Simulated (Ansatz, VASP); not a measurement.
# PbSe (Clausthalite): VASP beside Ansatz, part 2 of 2

Aim: how closely do two programs agree when they are given the same cell, functional and k mesh?

VASP 6.6.1 and Ansatz 0.2.0.

So far: The structure; Ansatz: band structure, HSE03; VASP: band structure, HSE03.

## 3. VASP: band structure, HSE03 (continued)

Level of this step: HSE03; plane waves and PAW (Pb_d, Se) (VASP).

Numbers of over 12 decimals in the logs are rounded to 6 here.

OUTCAR, selected parts (step 3):

```text
ion  position               nearest neighbor table
   1  0.000  0.000  0.000-   2 3.06   2 3.06   2 3.06   2 3.06   2 3.06   2 3.06
   2  0.500  0.500  0.500-   1 3.06   1 3.06   1 3.06   1 3.06   1 3.06   1 3.06

  LATTYP: Found a face centered cubic cell.
 ALAT       =     6.1213000000

 Subroutine GETGRP returns: Found 48 space group operations
 (whereof 48 operations were pure point group operations)

The static configuration has the point symmetry O_h .

 Found      8 irreducible k-points:

   k-points           NKPTS =      8   k-points in BZ     NKDIM =     64   number of bands    NBANDS=     16

   dimension x,y,z NGX =    28 NGY =   28 NGZ =   28
   dimension x,y,z NGXF=    56 NGYF=   56 NGZF=   56

   ENCUT  =  400.0 eV  29.40 Ry    5.42 a.u.   7.06  7.06  7.06*2*pi/ulx,y,z

   NELECT =      20.0000    total number of electrons

 k-points in reciprocal lattice and weights: Automatic mesh
   0.00000000  0.00000000  0.00000000       0.016
   0.25000000  0.00000000  0.00000000       0.125
   0.50000000  0.00000000  0.00000000       0.062
   0.25000000  0.25000000  0.00000000       0.094
   0.50000000  0.25000000  0.00000000       0.375
  -0.25000000  0.25000000  0.00000000       0.188
   0.50000000  0.50000000  0.00000000       0.047
  -0.25000000  0.50000000  0.25000000       0.094

  exchange ACFDT corr.  =         0.00000000  see jH, gK, PRB 81, 115126

 average (electrostatic) potential at core
       1 -86.7808       2 -49.3807

 E-fermi :   5.0258

 k-point     1 :       0.0000    0.0000    0.0000
  band No.  band energies     occupation
    ...
      6     -10.0604      2.00000
      7      -1.7313      2.00000
      8       2.7017      2.00000
      9       2.7017      2.00000
     10       2.7017      2.00000
     11      10.1475      0.00000
     12      10.1475      0.00000
     13      10.1475      0.00000
     14      11.8385      0.00000
     15      11.8385      0.00000
    ...

 k-point     2 :       0.2500    0.0000    0.0000
  band No.  band energies     occupation
    ...
      6      -9.5750      2.00000
      7      -3.2327      2.00000
      8       2.8661      2.00000
      9       2.8661      2.00000
     10       3.7262      2.00000
     11       7.3867      0.00000
     12       8.1751      0.00000
     13       8.1751      0.00000
     14      11.8728      0.00000
     15      13.1183      0.00000
    ...

 k-point     3 :       0.5000    0.0000    0.0000
  band No.  band energies     occupation
    ...
      6      -8.8966      2.00000
      7      -4.6376      2.00000
      8       3.1105      2.00000
      9       3.1105      2.00000
     10       4.8552      2.00000
     11       5.4408      0.00000
     12       6.8826      0.00000
     13       6.8826      0.00000
     14      13.9965      0.00000
     15      15.6976      0.00000
    ...

  energy-cutoff  :      400.00
  volume of cell :       57.34
      direct lattice vectors                 reciprocal lattice vectors
     0.000000000  3.060650000  3.060650000    -0.163363991  0.163363991  0.163363991
     3.060650000  0.000000000  3.060650000     0.163363991 -0.163363991  0.163363991
     3.060650000  3.060650000  0.000000000     0.163363991  0.163363991 -0.163363991

 POSITION                                       TOTAL-FORCE (eV/Angst)
 -----------------------------------------------------------------------------------
      0.00000      0.00000      0.00000         0.000000      0.000000     -0.000000
      3.06065      3.06065      3.06065        -0.000000     -0.000000      0.000000
 -----------------------------------------------------------------------------------
    total drift:                               -0.000003     -0.000000      0.000000

  FREE ENERGIE OF THE ION-ELECTRON SYSTEM (eV)
  ---------------------------------------------------
  free  energy   TOTEN  =        -9.4031891442 eV

  energy  without entropy=       -9.4031891442  energy(sigma->0) =       -9.40318914

 total charge
# of ion       s       p       d       tot
------------------------------------------
    1        1.511   0.499   9.846  11.856
    2        1.477   2.384   0.016   3.877
--------------------------------------------------
tot          2.989   2.883   9.862  15.734

[... 3 further parts left out ...]
```

## 4. Differences

Known differences besides the PAW data sets themselves: exact exchange at q = 0 is treated differently, which shows on coarse meshes; VASP keeps PBE cores, Ansatz makes them for the functional; the data sets hold 30 valence electrons in Ansatz (default PAW (the set named soft_2) files) and 20 in VASP; the cutoff is 420 eV in Ansatz and 400 eV in VASP; VASP takes a coarser grid for exact exchange (PRECFOCK = Fast). Total energies have different zeros and are not compared.

Compared:

```csv
quantity,Ansatz,VASP,difference
gap over the path points (eV),0.573,0.586,-0.013
```

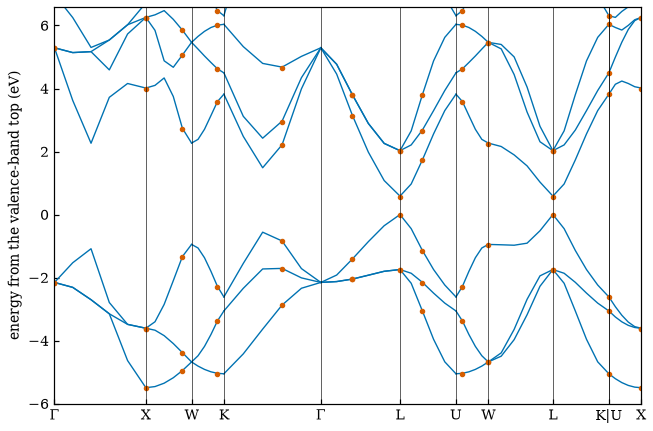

Bands from VASP (lines) and levels from Ansatz (dots). Dots without a line are higher empty bands that the VASP plot leaves out.

Levels at points of the path, from each program's valence-band top (eV; 4 filled, then empty):

```csv
k (reciprocal lattice),Ansatz,VASP
0.000 0.000 0.000,-6.58 -2.16 -2.16 -2.16 5.28 5.28 5.28,-6.59 -2.15 -2.15 -2.15 5.29 5.29 5.29
0.500 0.000 0.500,-7.82 -5.51 -3.62 -3.62 4.00 6.25 6.25,-7.82 -5.49 -3.61 -3.61 4.01 6.26 6.26
0.500 0.200 0.700,-8.51 -4.96 -4.40 -1.33 2.72 5.05 5.84,-8.51 -4.95 -4.38 -1.33 2.74 5.06 5.85
0.400 0.350 0.750,-8.60 -5.05 -3.39 -2.29 3.57 4.62 6.01,-8.60 -5.04 -3.38 -2.28 3.58 4.62 6.01
0.150 0.150 0.300,-7.93 -2.88 -1.71 -0.84 2.20 2.95 4.67,-7.93 -2.87 -1.71 -0.84 2.21 2.96 4.68
0.200 0.200 0.200,-7.65 -2.05 -2.05 -1.41 3.13 3.78 3.78,-7.66 -2.05 -2.05 -1.41 3.14 3.80 3.80
0.500 0.500 0.500,-9.50 -1.75 -1.75 0.00 0.57 2.01 2.01,-9.49 -1.75 -1.75 0.00 0.59 2.03 2.03
0.550 0.400 0.550,-9.31 -3.07 -2.16 -1.15 1.72 2.67 3.79,-9.30 -3.06 -2.15 -1.14 1.73 2.68 3.80
0.600 0.250 0.650,-8.60 -5.05 -3.39 -2.29 3.57 4.62 6.01,-8.60 -5.04 -3.38 -2.28 3.58 4.62 6.01
0.500 0.250 0.750,-8.57 -4.69 -4.69 -0.95 2.25 5.46 5.46,-8.57 -4.68 -4.68 -0.95 2.27 5.46 5.46
```

Among the levels compared (up to four filled and three empty ones at each point), filled levels agree within 14 meV and empty ones within 18 meV.

## 5. Outcome

| Property | Result |
| --- | --- |
| difference in gap over the path points (band structure, HSE03) | -0.013 eV |

In words: The difference in gap over the path points is -0.013 eV (band structure, HSE03), within the 0.08 eV picked in this series as the mark of a large difference. Differences of this kind measure data sets and numerical settings, not the functional's error against experiment.

[Lines on the potential files, build, host, timing and source positions are cut from VASP's logs without a mark.]

[Logs are printed without paths, hosts, clocks, repeated set-up lines and the standing remarks that a program may print on its own settings, such as how far it seeks lower states.]

[Hosts, paths, dates, database ids (printed as entryN), source tags and the programs' standing remarks are cut or masked in the printed files.]
